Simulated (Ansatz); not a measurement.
The figure comes from a scan of MoSi$_{2}$ (MoSi2 type, space group I4/mmm): one Si atom of a 3-atom cell moves by s towards the nearest neighbour, with its periodic images. Calculation: PBE (plane waves to 420 eV, PAW, scalar-relativistic; Ansatz, an electronic-structure program). k mesh 16×16×16 (Γ-centred), Fermi-Dirac smearing 0.05 eV. The energy includes the smearing's −TS. With partly filled bands, energies and forces of such displacements shift with the k mesh and the smearing. MoSi2 is run without spin polarisation. MoSi2 was relaxed with its symmetry unable to fall. The PAW data are Ansatz's earlier set. The zero of ΔE is the undisplaced structure.

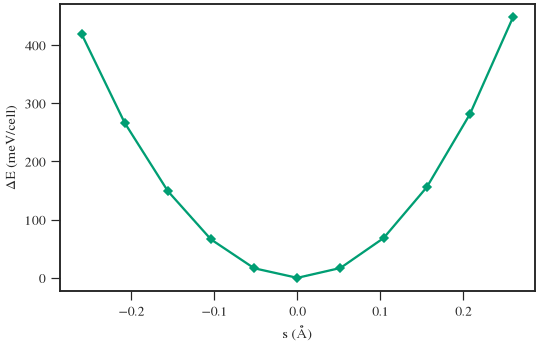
*ΔE (meV/cell) against s (Å); one marker a computed point.*

**Question.** List the plotted points as numbers.

**Answer.** To the nearest 10:

```json
[
 {"s (Å)": "-0.260", "ΔE (meV/cell)": "420"},
 {"s (Å)": "-0.208", "ΔE (meV/cell)": "270"},
 {"s (Å)": "-0.156", "ΔE (meV/cell)": "150"},
 {"s (Å)": "-0.104", "ΔE (meV/cell)": "70"},
 {"s (Å)": "-0.052", "ΔE (meV/cell)": "20"},
 {"s (Å)": "0.000", "ΔE (meV/cell)": "0"},
 {"s (Å)": "0.052", "ΔE (meV/cell)": "20"},
 {"s (Å)": "0.104", "ΔE (meV/cell)": "70"},
 {"s (Å)": "0.156", "ΔE (meV/cell)": "160"},
 {"s (Å)": "0.208", "ΔE (meV/cell)": "280"},
 {"s (Å)": "0.260", "ΔE (meV/cell)": "450"}
]
```

(For displaced atoms, the force is minus the slope of the energy, and its curvature is a force constant, which sets phonon frequencies.)
